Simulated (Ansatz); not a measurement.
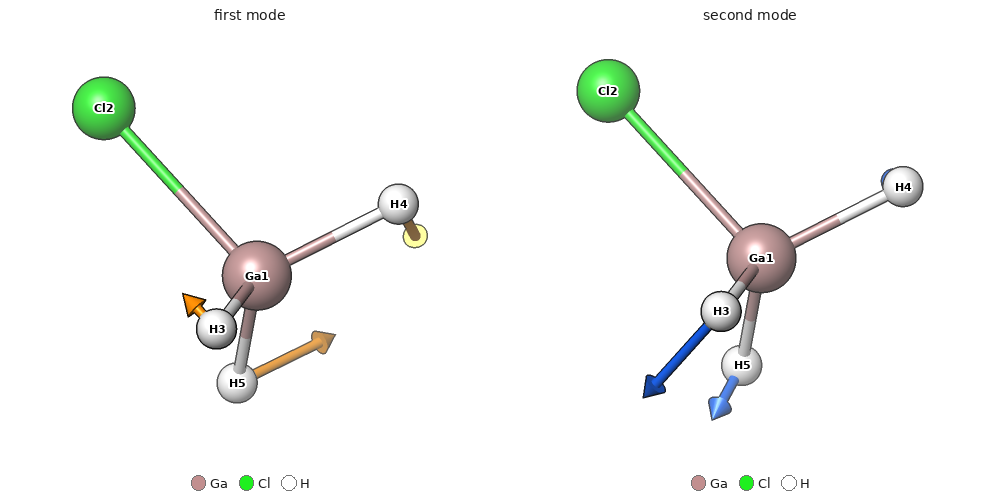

The system is ClGaH₃, spin multiplicity 2; the picture shows the reference structure; its two panels give the patterns of the first and the second mode as arrows. First axis: normal mode 5 (753 cm⁻¹, of the parent). Second axis: normal mode 6 (753 cm⁻¹, of the parent). Nothing is relaxed (straight displacements along the two mass-weighted modes). The grid has 15 × 15 points; 120 points were computed and 105 follow by symmetry. Points are written as (first, second). Energies are in kJ/mol, from the lowest grid point. Near the degeneracy a single determinant is a rough description. These are results of UKS PBE0-D4/def2-SVPD (Ansatz 0.2.0), not measurements.

Its coordinates:

```xyz
5

Ga   -0.0013    0.0021   -0.2194
Cl    0.0129   -0.0203    2.1212
H     1.5439    0.0109   -0.6433
H    -0.7818    1.3440   -0.6164
H    -0.7736   -1.3366   -0.6422
```

Range: normal mode 5 (753 cm⁻¹, of the parent) from −0.731 to 0.731 amu½·Å; normal mode 6 (753 cm⁻¹, of the parent) from −0.731 to 0.731 amu½·Å.

### What will the energy surface look like?

The lowest grid point is at (−0.313 amu½·Å, −0.627 amu½·Å); the map holds 2 wells of about this depth. The energy also falls towards the edge at (0.731 amu½·Å, 0.000 amu½·Å) (0.18 kJ/mol above the lowest), where a further well may lie outside the range. The highest grid point, (0.731 amu½·Å, −0.731 amu½·Å), lies 32.9 kJ/mol above the lowest. On the interpolated surface the easiest way out of the lowest well to a well of about the same depth near (−0.313 amu½·Å, 0.627 amu½·Å) passes a barrier of about 10 kJ/mol.

```csv
"second ↓, first →",−0.731,−0.627,−0.522,−0.418,−0.313,−0.209,−0.104,0.000,0.104,0.209,0.313,0.418,0.522,0.627,0.731
0.731,11.0,6.1,2.8,1.1,0.8,1.8,3.9,6.9,10.5,14.5,18.5,22.3,25.9,29.3,32.9
0.627,9.1,4.5,1.5,0.1,0.0,1.1,3.1,5.8,8.8,11.7,14.4,16.7,18.9,21.1,23.6
0.522,8.9,4.4,1.7,0.6,0.8,2.0,4.0,6.3,8.5,10.4,11.7,12.6,13.4,14.4,16.0
0.418,9.9,5.6,3.2,2.3,2.8,4.3,6.3,8.3,9.7,10.3,10.2,9.7,9.2,9.2,10.0
0.313,11.6,7.6,5.4,4.9,5.7,7.6,9.8,11.6,12.1,11.3,9.7,7.8,6.2,5.3,5.6
0.209,13.5,9.7,7.8,7.7,9.0,11.6,14.5,16.2,15.5,13.0,9.8,6.7,4.2,2.7,2.5
0.104,15.0,11.3,9.6,9.8,11.7,15.1,19.5,22.1,19.5,14.9,10.2,6.2,3.1,1.2,0.8
0.000,15.6,11.9,10.3,10.7,12.8,16.6,22.0,29.0,22.3,15.9,10.4,6.0,2.7,0.7,0.2
−0.104,15.0,11.3,9.6,9.8,11.7,15.1,19.5,22.1,19.5,14.9,10.2,6.2,3.1,1.2,0.8
−0.209,13.5,9.7,7.8,7.7,9.0,11.6,14.5,16.2,15.5,13.0,9.8,6.7,4.2,2.7,2.5
−0.313,11.6,7.6,5.4,4.9,5.7,7.6,9.8,11.6,12.1,11.3,9.7,7.8,6.2,5.3,5.6
−0.418,9.9,5.6,3.2,2.3,2.8,4.3,6.3,8.3,9.7,10.3,10.2,9.7,9.2,9.2,10.0
−0.522,8.9,4.4,1.7,0.6,0.8,2.0,4.0,6.3,8.5,10.4,11.7,12.6,13.4,14.4,16.0
−0.627,9.1,4.5,1.5,0.1,0.0,1.1,3.1,5.8,8.8,11.7,14.4,16.7,18.9,21.1,23.6
−0.731,11.0,6.1,2.8,1.1,0.8,1.8,3.9,6.9,10.5,14.5,18.5,22.3,25.9,29.3,32.9
```

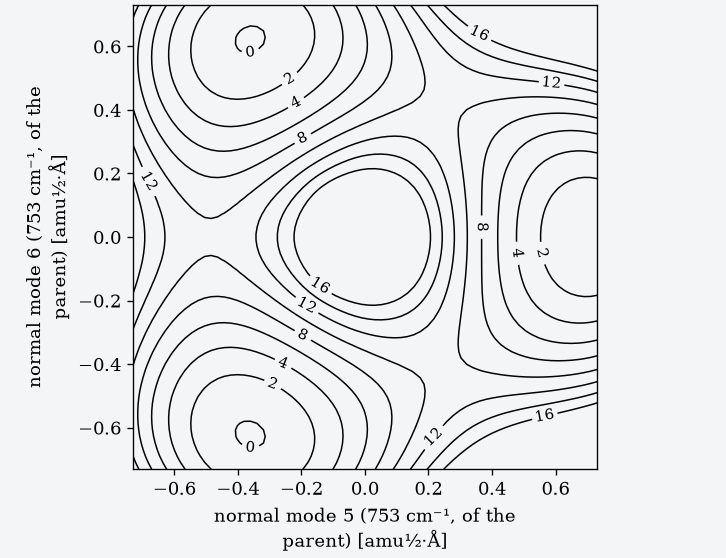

In the figure: contour lines labelled in kJ/mol (none above 16). Between grid points the surface is interpolated.

Each point was launched as `ansatz run input.yaml --threads 1 --pin off --max-ram 2560MiB --backend cpu --events-out ev --progress --plain --runs-dir out`. Time for the 120 points that were run: 18 min on 1 thread of Arm Neoverse V1, with other jobs on the host.
